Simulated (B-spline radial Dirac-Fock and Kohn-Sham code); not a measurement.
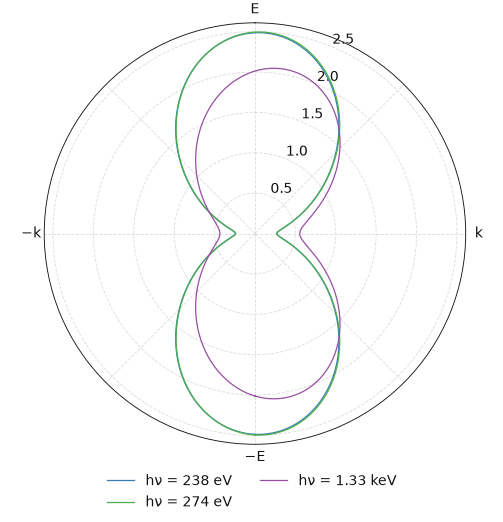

Angular distribution of photoelectrons from L3 (2p3/2) in the plane of the polarisation E (up) and the photon direction k (right), relative to an isotropic one. It refers to Al²⁺. Level of theory: a Dirac–Hartree–Slater potential; 1 + βP₂(cos θ) + (δ + γ cos²θ) sin θ cos φ with E1 and E1–E2 terms; calculated with a radial B-spline solver.

Is the pattern at 1.33 keV symmetric between forward and backward?

No: 45° forward of E it is 1.5 times the value 45° backward, from the non-dipole terms.

What are β, γ and δ at 1.33 keV?

β = 1.011, γ = 0.541, δ = 0.060.
